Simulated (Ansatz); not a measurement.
# BHF2 (SMILES FBF): levels of theory compared

Aim: a comparison of 5 runs (UHF/STO-3G, BCCD(T)/STO-3G, CCSDT(Q)/STO-3G, CCSDTQ/STO-3G, CCSD/STO-3G) of BHF2. 

The results are computed with Ansatz 0.2.0.

54 further runs of the same task are left out: 1 that didn't finish, 53 set aside as unsound or not needed.

## (1) The structure to begin with

The species is BHF2 (4 atoms), meant as a singlet with charge 0. As SMILES, `FBF`. The F3–B2 distance was set to 3.283 Å, away from the relaxed value. At this shape a bond of the SMILES string is far longer than usual.

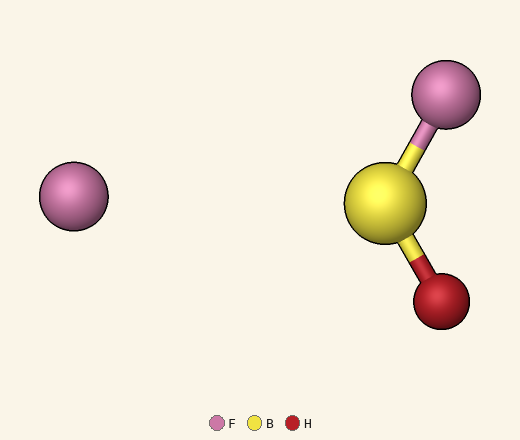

Viewed from a chosen angle; fluorine pink, boron yellow, hydrogen red.

## (2) The energy at UHF/STO-3G (run 1)

Input file job.yaml:

```yaml
crystal:
  periodic: [false, false, false]
  atoms:
    - {symbol: F, position_ang: [2.794545, -0.382648, 0.334248]}
    - {symbol: B, position_ang: [1.638345, -0.870548, 0.721348]}
    - {symbol: F, position_ang: [-1.095400, 0.528700, -0.438900]}
    - {symbol: H, position_ang: [1.583245, -1.794148, 1.471748]}
basis:
  gaussian:
    orbitals: STO-3G
magnetization:
  spin_polarized: true
  initial_magnetization: 0
hamiltonian:
  xc: hf
accuracy: high
```

Run with:

```sh
$ ansatz run job.yaml --threads 1 --pin off --max-ram 2610MiB --events-out events.jsonl --progress --plain --runs-dir runs
```

The log of the run:

```text
Warning: RAYON_NUM_THREADS=1 ignored (pool sized by the plan → 1); use --threads N
Functional definition: HF
  name "HF"
  exchange = exact_x
  correlation = 0
248 factors; integrals over basis functions are off by at most 3.8e-8 eV
mean field evaluation 1: about -5997.4858 eV, gradient 1.5e1 eV
mean field evaluation 2: about -5997.4977 eV, gradient 1.5e1 eV
mean field evaluation 4: about -5998.9627 eV, gradient 7.5e0 eV
mean field evaluation 8: about -5867.2947 eV, gradient 2.3e1 eV
mean field evaluation 16: about -6004.6836 eV, gradient 4.5e-4 eV
mean field evaluation 32: about -5870.7432 eV, gradient 2.6e1 eV
mean field evaluation 64: about -6011.8880 eV, gradient 1.2e-2 eV
mean field evaluation 96: about -6011.8819 eV, gradient 9.2e-2 eV
mean field evaluation 128: about -6011.8828 eV, gradient 1.1e-2 eV
mean field evaluation 160: about -6009.0214 eV, gradient 1.4e0 eV
mean field evaluation 192: about -6002.0671 eV, gradient 4.9e0 eV
mean field evaluation 224: about -5999.3253 eV, gradient 4.6e0 eV
mean field -6011.89398715 eV, -220.9330290195 hartree, gradient 1.7e-8 eV, S^2 1.001119; 4 other end points of the search recorded, 0 dependent functions left out
reference -6011.89398715 eV, -220.9330290195 hartree; 12, 12 occupied and 4, 4 virtual orbitals, 248 factors
Total energy: -6011.89398715 eV, -220.9330290195 hartree
```

It took 0.22 s on 1 thread of Intel Xeon Platinum 8488C (Sapphire Rapids), shared host.

## (3) A single-point energy at BCCD(T)/STO-3G (run 2)

Input file run.yaml:

```yaml
crystal:
  periodic: [false, false, false]
  atoms:
    - {symbol: F, position_ang: [2.794545, -0.382648, 0.334248]}
    - {symbol: B, position_ang: [1.638345, -0.870548, 0.721348]}
    - {symbol: F, position_ang: [-1.095400, 0.528700, -0.438900]}
    - {symbol: H, position_ang: [1.583245, -1.794148, 1.471748]}
basis:
  gaussian: {orbitals: STO-3G}
correlation: {method: bccd_t, frozen_orbitals: {B: 1, F: 1, H: 0}}
accuracy: high
scf: {omitted_lower_state_checks: [cluster_reference, increment]}
```

Run with:

```sh
$ ansatz run run.yaml --threads 1 --pin off --max-ram 2610MiB --events-out events.jsonl --progress --plain --runs-dir runs
```

The log of the run:

```text
Warning: RAYON_NUM_THREADS=1 ignored (pool sized by the plan → 1); use --threads N
[... 13 lines left out ...]
3 core orbitals not correlated: weight in the atoms' cores, before any rotation towards them, 1.000 or more for the frozen orbitals, at most 0.000 for the correlated occupied ones
[... 54 lines left out ...]
WARN: these amplitudes may be one of several solutions (largest doubles amplitude 0.88, level shift 17.56 eV)
Total energy: -6013.93502004 eV, -221.0080355949 hartree
Checks for a lower state left out: cluster_reference, increment
```

Wall time 0.2 s (1 thread of Intel Xeon Platinum 8488C (Sapphire Rapids), shared host).

## (4) A single-point energy at CCSDT(Q)/STO-3G (run 3)

Changes to run.yaml since step 3:

```diff
@@ -9,3 +9,3 @@
   gaussian: {orbitals: STO-3G}
-correlation: {method: bccd_t, frozen_orbitals: {B: 1, F: 1, H: 0}}
+correlation: {method: ccsdt_q, frozen_orbitals: {B: 1, F: 1, H: 0}}
 accuracy: high
```

Run with:

```sh
$ ansatz run run.yaml --threads 1 --pin off --max-ram 2610MiB --events-out events.jsonl --progress --plain --runs-dir runs
```

The log of the run:

```text
Warning: RAYON_NUM_THREADS=1 ignored (pool sized by the plan → 1); use --threads N
[... 13 lines left out ...]
3 core orbitals not correlated: weight in the atoms' cores, before any rotation towards them, 1.000 or more for the frozen orbitals, at most 0.000 for the correlated occupied ones
[... 83 lines left out ...]
WARN: these amplitudes may be one of several solutions (largest doubles amplitude 0.95, level shift 17.56 eV)
Total energy: -6013.84419870 eV, -221.0046979723 hartree
Checks for a lower state left out: cluster_reference, increment
```

Run time: 0.48 s. Hardware: 1 thread of Intel Xeon Platinum 8488C (Sapphire Rapids), shared host.

Run 4 isn't shown in full; the table further down has it.

## (5) The energy at CCSD/STO-3G (run 5)

Changes to run.yaml since step 4:

```diff
@@ -9,3 +9,3 @@
   gaussian: {orbitals: STO-3G}
-correlation: {method: ccsdt_q, frozen_orbitals: {B: 1, F: 1, H: 0}}
+correlation: {method: ccsd, frozen_orbitals: {B: 1, F: 1, H: 0}}
 accuracy: high
```

Run with:

```sh
$ ansatz run run.yaml --threads 1 --pin off --max-ram 2610MiB --events-out events.jsonl --progress --plain --runs-dir runs
```

The log of the run:

```text
Warning: RAYON_NUM_THREADS=1 ignored (pool sized by the plan → 1); use --threads N
[... 13 lines left out ...]
3 core orbitals not correlated: weight in the atoms' cores, before any rotation towards them, 1.000 or more for the frozen orbitals, at most 0.000 for the correlated occupied ones
[... 52 lines left out ...]
WARN: these amplitudes may be one of several solutions (largest doubles amplitude 0.92, level shift 17.56 eV)
Total energy: -6013.44801297 eV, -220.9901384153 hartree
Checks for a lower state left out: cluster_reference, increment
```

Wall time 0.18 s (1 thread of Intel Xeon Platinum 8488C (Sapphire Rapids), shared host).

## (6) All runs side by side

| run | level | frozen core orbitals | energy (Eh) | wall time |
| --- | --- | --- | --- | --- |
| 1 | UHF/STO-3G | – | -220.933029 | 0.22 s |
| 2 | BCCD(T)/STO-3G | 3 | -221.008036 | 0.2 s |
| 3 | CCSDT(Q)/STO-3G | 3 | -221.004698 | 0.48 s |
| 4 | CCSDTQ/STO-3G | 3 | -221.004392 | 20 s |
| 5 | CCSD/STO-3G | 3 | -220.990138 | 0.18 s |

## (7) What came out

| quantity | value |
| --- | --- |
| run 5: total energy | -220.99014 Eh |
| run 5: correlation energy (3 core orbitals frozen) | -322.1 mEh |
| run 5: T1 diagnostic | 0.051 |

In words: Below the UHF energy at the same shape and in the same basis (STO-3G): BCCD(T) -75.0 mEh; CCSDT(Q) -71.7 mEh; CCSDTQ -71.4 mEh; CCSD -57.1 mEh. Some of these start from another determinant than that one, so these aren't their correlation energies. In run 5 the T1 diagnostic is large, so a single reference may not serve. In runs 2, 3, 4, 5 the log says that unrestricted orbitals would lower the reference, so the values rest on an unstable closed-shell determinant (other closed-shell runs at this shape may share the fault). In runs 1, 2, 3, 4, 5 the basis is minimal, so the values are rough. Spin contamination of the reference: run 1 ⟨S²⟩ = 1.00. Where it is this large, the reference is a mixture of spin states, and values that rest on it are in doubt. All runs together took 21 s, the longest 20 s.
